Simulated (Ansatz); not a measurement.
# How fast states decay through NaCaF3, part 3 of 3

Aim: relax a made-up compound, NaCaF3, and see how good a tunnel barrier it would be. It is built by putting Na for K, Ca for Mg in the KMgF3 structure of space group Pm-3m, with the volume rescaled by atomic radii. The parent structure comes from the Materials Project.

Ansatz 0.2.0; LDA DFT, plane waves, PAW files (the session's first sound run).

So far. Step 5 (Decay over the two-dimensional zone): The least value on the mesh is 0.435 Å⁻¹ at +2.52 eV. At that energy the listed points give about 0.435 Å⁻¹ by interpolation, so the mesh holds no clearly slower state. Step 6 (Band edges at another level, cutoff 1500 eV): The searched edges give 5.02 eV, as on the mesh. The relaxed cell has a = 4.297 Å (conventional setting).

The structure was built from a prototype and need not be the compound's stable phase.

## Step 7: Complex bands at another level, cutoff 1500 eV

This step: LDA DFT, plane waves, JTH PAW files; complex bands by layer matching along the plane's normal (Ansatz 0.2.0).

The complex bands at that level, over its own gap, at (0, 0) and (-0.5, -0.5).

input.yaml reads:

```yaml
crystal:
  lattice:
    - [4.297224685, 0.0, 0.0]
    - [0.0, 4.297224685, 0.0]
    - [0.0, 0.0, 4.297224685]
  atoms:
    - { symbol: Na, position: [0.5, 0.5, 0.5] }
    - { symbol: Ca, position: [0.0, 0.0, 0.0] }
    - { symbol: F, position: [0.0, 0.5, 0.0] }
    - { symbol: F, position: [0.0, 0.0, 0.5] }
    - { symbol: F, position: [0.5, 0.0, 0.0] }
kpoints:
  mp_grid: { grid: [6, 6, 6] }
scf:
  occupations: { method: fixed }
hamiltonian:
  xc: lda
  pseudopotentials: { kind: paw, source: jth }
output:
  eigenvalues: true
  transmission:
    leads: [[0, 0]]
    kpoints: [[0.0, 0.0], [-0.5, -0.5]]
    e_range: [-1.0, 6.02]
    de: 0.12
```

Launch:

```
$ ansatz run input.yaml --threads 2 --pin off --max-ram 4096MiB --backend cpu --events-out ev --progress --plain --runs-dir out
```

Log:

```text
[...]
Crystal: 5 atoms, lattice volume = 79.353 Å³
Basis set: ecut = 1500 eV, 10443 PW (Γ)
Bands: 25, of which v1, the nominal top of the filled ones, is band 20 counted from 1 (19 counted from 0)
Symmetry: 48 space group operations
[...]
k-points: 20 of 216
[...]
SCF iter   1: F=—  HF=-5632.090099 eV  |F-HF|=—  |Δ(HF+E_count)|=         —  Δρ=1.66e-1  dr2=2.07e1  ethr=3.10e-3  ⟨swp⟩=4.5  Hψ=2193  notcnv=0  defer=46
[...]
SCF iter  10: F=-5625.352834 eV  HF=-5625.352834 eV  |F-HF|=2.19e-9  |Δ(HF+E_count)|=   1.52e-8  Δρ=1.65e-6  dr2=2.34e-9  ethr=2.50e-10  ⟨swp⟩=10.2  Hψ=2459  notcnv=0
SCF 1 converged in 10 iterations: F = -5625.352834 eV  dr2 = 2.34e-9
[...]
transmission: 10 of 20 steps passed
transmission: 20 of 20 steps passed
SCF converged after 10 iterations
Free energy (F): -5625.352834 eV
[...]
Internal energy: -5625.352834 eV  (E = F + TS)
E sigma→0 (E₀):  -5625.352834 eV
Fermi energy:    0.490400 eV
[...]
--- Band table (eV; the first three rows and the last of 20) ---
  k-point 0: bands = [... 16 lower, 0.0259, 0.3822, 0.3822, 0.3822, 5.5151, 9.9877, 9.9877, 9.9877, ... 1 higher]
  k-point 1: bands = [... 16 lower, -0.0073, 0.0389, 0.3631, 0.3631, 5.8757, 10.0271, 10.1203, 10.1203, ... 1 higher]
  k-point 2: bands = [... 16 lower, -0.1554, -0.0725, 0.3375, 0.3375, 6.7928, 9.6796, 10.1090, 10.3686, ... 1 higher]
  k-point 19: bands = [... 16 lower, -1.0370, 0.4904, 0.4904, 0.4904, 9.0270, 10.6367, 10.6367, 10.6367, ... 1 higher]
--- Transmission ---
  basis      : 577 plane waves across, 10 finite elements along
  points     : 2, as listed
[...]
crystal 0  : Ca1F3Na1, at the sites [0, 0], period 4.2972 Å: whole cells are its period
[...]
channels       : 0.000000e0 a spin
[...]
slowest decay  : 0.4341 /Å at (0.0000, 0.0000)
```

Run time: 6.3 min. Hardware: 2 threads of Arm Neoverse V2, shared host; peak memory 3.1 GiB; 12 min of CPU time.

Numbers from this step:

| Quantity | Value |
| --- | --- |
| level to which the leads are filled | 2.512 eV from the Fermi level |
| decay constant at the filling level, zone centre | 0.4341 Å⁻¹ |
| decay constant at the filling level, slowest listed point | 0.4341 Å⁻¹ |

K parallel (0, 0); values up to 1.5 1/Å, a degenerate pair printed once or twice; energies at which all values exceed this have no row. The Im kz of the slowest decaying states by energy, zero at the highest filled level on the SCF mesh:

```csv
energy (eV),decay 1 (Å⁻¹),decay 2 (Å⁻¹),decay 3 (Å⁻¹),decay 4 (Å⁻¹)
-1.000,0.192,0.641,1.11,-
-0.520,0.456,1.36,1.37,-
-0.040,0.0999,0.328,0.566,0.608
0.440,0.263,0.592,0.618,0.745
1.040,0.351,0.647,0.698,0.827
1.520,0.393,0.653,0.744,0.865
2.000,0.420,0.648,0.773,0.889
2.480,0.434,0.638,0.791,0.903
2.960,0.434,0.624,0.800,0.910
3.440,0.415,0.610,0.803,0.912
4.040,0.356,0.598,0.799,0.908
4.520,0.269,0.592,0.791,0.900
5.000,0.0620,0.588,0.778,0.888
5.480,0.583,0.762,0.873,1.24
```

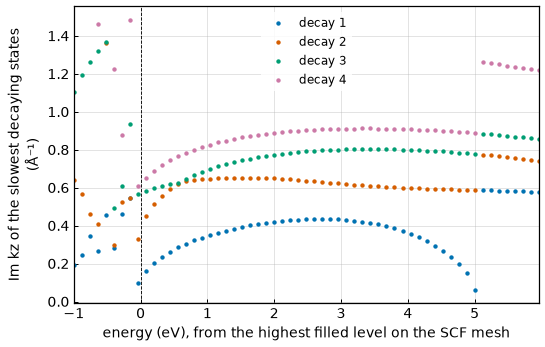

Im kz of the slowest decaying states against energy.

K parallel (-0.5, -0.5); values up to 1.5 1/Å, a degenerate pair printed once or twice; energies at which all values exceed this have no row. Table of Im kz of the slowest decaying states by energy, zero at the highest filled level on the SCF mesh:

```csv
energy (eV),decay 1 (Å⁻¹),decay 2 (Å⁻¹),decay 3 (Å⁻¹),decay 4 (Å⁻¹)
-1.00,0.782,1.12,1.26,1.32
-0.04,0.200,0.722,0.913,1.12
1.04,0.392,0.853,0.961,1.32
2.00,0.468,0.905,0.968,1.33
2.96,0.513,0.918,0.956,1.32
4.04,0.541,0.906,0.926,1.29
5.00,0.551,0.877,0.889,1.26
```

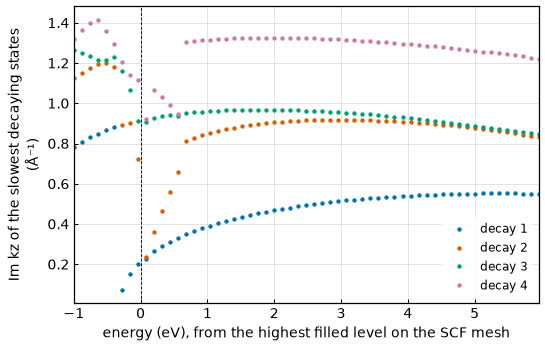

Im kz of the slowest decaying states, plotted against energy.

At the listed wavevectors the last open channel is at -0.04 eV and the next at +5.12 eV on the grid. At +2.48 eV, the grid energy nearest the filling level (the middle of the gap on the SCF mesh), the slowest state at the listed wavevectors decays with κ = 0.434 Å⁻¹, its amplitude falling by e over 2.3 Å; the first such run, plane (001), gave 0.435 Å⁻¹ over as many of its listed wavevectors.

## Step 8: Summary of results

| Item | Value |
| --- | --- |
| band gap | 5.04 eV |
| least decay constant at mid-gap, normal to (001) | 0.435 Å⁻¹ |
| least decay constant on a mesh, normal to (001) | 0.435 Å⁻¹ |
| least decay constant, JTH files | 0.434 Å⁻¹ |

With LDA, the slowest decay at the wavevectors tried is κ = 0.435 Å⁻¹, normal to (001). Through such a film the transmission near mid-gap falls as exp(−2κd), a factor of ten every 2.6 Å. A free electron under a barrier of half the gap would need a mass of 0.29 mₑ to decay at this rate. With JTH files the gap goes from 5.04 to 5.02 eV and the decay constant, over the first 2 listed wavevectors, from 0.435 to 0.434 Å⁻¹. The compound is made up by substitution; its stability against other phases and against distortions of the cell's symmetry was not tested. A semilocal functional narrows gaps, so real decay constants are likely larger.

[Logs are printed without paths, hosts, clocks, repeated set-up lines and the standing remarks that a program may print on its own settings, such as how far it seeks lower states.]

[Hosts, paths, dates, database ids (printed as entryN), source tags and the programs' standing remarks are cut or masked in the printed files.]

[New means built here by substitution; the compound itself may be known and measured.]
